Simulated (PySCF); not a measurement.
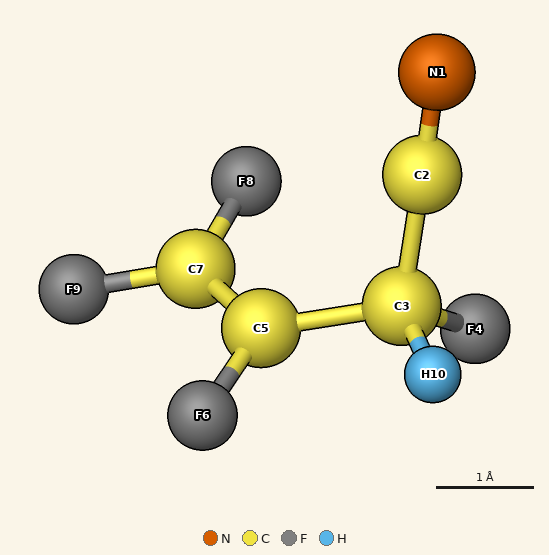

Fig. 1: The structure (ball-and-stick view, seen at a tilt; atoms are numbered from 1 in the order of the input). Bond lengths as drawn: C–C 1.33 to 1.51 Å, C–F 1.32 to 1.37 Å, C–H 1.10 Å and C–N 1.14 Å.

**What a change does: NMR shielding calculation on C4HF4N**

System: C4HF4N.
Method of run 1: GIAO CAM-B3LYP/3-21G NMR shielding, non-relativistic, gas phase (PySCF 2.14.0).

The geometry comes from this level: GFN2-xTB. Text and figures count atoms from 1; the logs count them from 0 in places.

**The input, run 1**
```
{"job": {"kind": "nmr", "xc": "CAM-B3LYP", "basis": "3-21G", "pop": false}, "charge": 0, "multiplicity": 1}
N      0.690153     2.367585    -1.192877
C      0.675307     1.241749    -1.015718
C      0.663490    -0.197134    -0.769028
F     -0.095587    -0.832190    -1.722912
C      0.128461    -0.489659     0.612866
F      1.004892    -1.049456     1.460725
C     -1.117380    -0.242099     1.011130
F     -2.025456     0.317086     0.238730
F     -1.602102    -0.517119     2.202724
H      1.687105    -0.594108    -0.848167
```

The first line tells a small driver script what to run in PySCF; the rest is the geometry in Å.

Command:
```bash
OMP_NUM_THREADS=1 python <driver script> task.json out
```

Hardware: 1 CPU thread, shared host.

**Output (run 1)**
```
coarse grid: 10376 points
cycle   1  E = -603.1698905593  dE =  1.585e+00  |g| = 1.084e+00  |ddm| = 3.670e+00
cycle   2  E = -602.9218686032  dE =  2.480e-01  |g| = 1.676e+00  |ddm| = 3.001e+00
cycle   3  E = -603.4182179226  dE = -4.963e-01  |g| = 1.706e-01  |ddm| = 1.791e+00
cycle   4  E = -603.4226290695  dE = -4.411e-03  |g| = 8.924e-02  |ddm| = 1.835e-01
cycle   5  E = -603.4242274657  dE = -1.598e-03  |g| = 1.337e-02  |ddm| = 8.994e-02
cycle   6  E = -603.4242617663  dE = -3.430e-05  |g| = 4.281e-03  |ddm| = 1.559e-02
cycle   7  E = -603.4242656215  dE = -3.855e-06  |g| = 1.243e-03  |ddm| = 5.658e-03
final grid: 107616 points
cycle   8  E = -603.5366045835  dE = -1.782e-05  |g| = 3.884e-03  |ddm| = 1.155e-02
cycle   9  E = -603.5366035932  dE =  9.904e-07  |g| = 4.714e-03  |ddm| = 7.790e-03
cycle  10  E = -603.5366070319  dE = -3.439e-06  |g| = 4.179e-04  |ddm| = 4.617e-03
cycle  11  E = -603.5366070505  dE = -1.863e-08  |g| = 3.419e-04  |ddm| = 5.800e-04
cycle  12  E = -603.5366070743  dE = -2.380e-08  |g| = 4.619e-05  |ddm| = 2.952e-04
cycle  13  E = -603.5366070749  dE = -5.928e-10  |g| = 1.358e-05  |ddm| = 6.493e-05
converged SCF energy = -603.5366070749

GIAO shielding tensors (ppm)
atom      isotropic    diamagn.    paramagn.     s11        s22        s33       span
  0 N        5.189     343.047    -337.858   -145.928   -119.220    280.715    426.643
  1 C      103.524     255.403    -151.879      5.934     10.160    294.478    288.544
  2 C      136.783     235.684     -98.901    113.389    126.881    170.078     56.690
  3 F      417.413     463.517     -46.104    376.267    412.964    463.009     86.742
  4 C       84.478     247.506    -163.027     51.504     86.612    115.319     63.814
  5 F      386.476     464.223     -77.747    329.129    410.431    419.869     90.739
  6 C       57.212     248.045    -190.832      2.541     76.853     92.242     89.702
  7 F      307.242     474.186    -166.944    291.302    305.246    325.176     33.874
  8 F      298.818     467.684    -168.865    259.122    299.901    337.433     78.311
  9 H       27.537      26.954       0.583     25.443     26.222     30.946      5.503
```

For run 2 the input was changed thus:
```diff
-"xc": "CAM-B3LYP"
-"basis": "3-21G"
+"xc": "LC-wPBE"
+"basis": "pcSseg-1"
```

How does run 2 compare with run 1?

The total energies belong to different models, so their difference says nothing on which is more stable or more accurate. The HOMO goes from −9.06 to −11.00 eV. The LUMO goes from 0.41 to 1.00 eV. The dipole moment goes from 2.11 to 2.30 D. Of all shieldings, the largest change is that of N1, by −52.8 ppm. The functional changes from CAM-B3LYP to LC-wPBE. The SCF takes 14 iterations against 13. The basis functions go from 83 to 158.

**Output (run 2)**
```
coarse grid: 10376 points
cycle   1  E = -606.2659189581  dE =  1.857e+00  |g| = 1.175e+00  |ddm| = 2.997e+00
cycle   2  E = -606.1602051858  dE =  1.057e-01  |g| = 1.516e+00  |ddm| = 1.571e+00
cycle   3  E = -606.5384813388  dE = -3.783e-01  |g| = 1.345e-01  |ddm| = 9.076e-01
cycle   4  E = -606.5412313781  dE = -2.750e-03  |g| = 7.562e-02  |ddm| = 1.099e-01
cycle   5  E = -606.5423356304  dE = -1.104e-03  |g| = 2.185e-02  |ddm| = 5.988e-02
cycle   6  E = -606.5424430702  dE = -1.074e-04  |g| = 4.576e-03  |ddm| = 1.998e-02
cycle   7  E = -606.5424504387  dE = -7.369e-06  |g| = 1.654e-03  |ddm| = 7.372e-03
final grid: 107616 points
cycle   8  E = -606.6482708255  dE = -6.887e-05  |g| = 1.749e-02  |ddm| = 3.213e-02
cycle   9  E = -606.6482568099  dE =  1.402e-05  |g| = 1.985e-02  |ddm| = 2.082e-02
cycle  10  E = -606.6483110799  dE = -5.427e-05  |g| = 4.524e-04  |ddm| = 9.746e-03
cycle  11  E = -606.6483111295  dE = -4.966e-08  |g| = 3.455e-04  |ddm| = 7.175e-04
cycle  12  E = -606.6483111511  dE = -2.161e-08  |g| = 1.373e-04  |ddm| = 3.016e-04
cycle  13  E = -606.6483111556  dE = -4.462e-09  |g| = 3.046e-05  |ddm| = 1.072e-04
cycle  14  E = -606.6483111562  dE = -5.764e-10  |g| = 1.588e-05  |ddm| = 6.877e-05
converged SCF energy = -606.6483111562

GIAO shielding tensors (ppm)
atom      isotropic    diamagn.    paramagn.     s11        s22        s33       span
  0 N      -47.630     337.900    -385.530   -221.758   -192.791    271.658    493.416
  1 C       68.806     262.854    -194.048    -48.850    -42.418    297.685    346.535
  2 C      111.949     238.717    -126.768     81.676     99.781    154.391     72.715
  3 F      395.128     470.926     -75.797    340.464    406.037    438.884     98.420
  4 C       51.363     252.797    -201.434     10.896     52.650     90.541     79.644
  5 F      372.040     470.486     -98.445    317.798    387.837    410.486     92.688
  6 C       17.322     249.628    -232.306    -49.155     40.496     60.624    109.778
  7 F      285.923     474.144    -188.221    270.374    287.080    300.315     29.941
  8 F      271.507     469.775    -198.267    240.751    283.851    289.920     49.169
  9 H       25.971      26.313      -0.342     24.025     24.736     29.153      5.127
```

**The two runs side by side**

```csv
quantity,run 1,run 2
outcome,converged,converged
total energy (hartree),−603.536607,−606.648311
HOMO (eV),−9.06,−11.00
LUMO (eV),0.41,1.00
dipole moment (D),2.11,2.30
shielding of N1 (ppm),5.2,−47.6
shielding of C2 (ppm),103.5,68.8
shielding of C3 (ppm),136.8,111.9
shielding of F4 (ppm),417.4,395.1
shielding of C5 (ppm),84.5,51.4
shielding of C7 (ppm),57.2,17.3
shielding of F9 (ppm),298.8,271.5
SCF iterations,13,14
basis functions,83,158
wall time (shared host),30 s,70 s
```
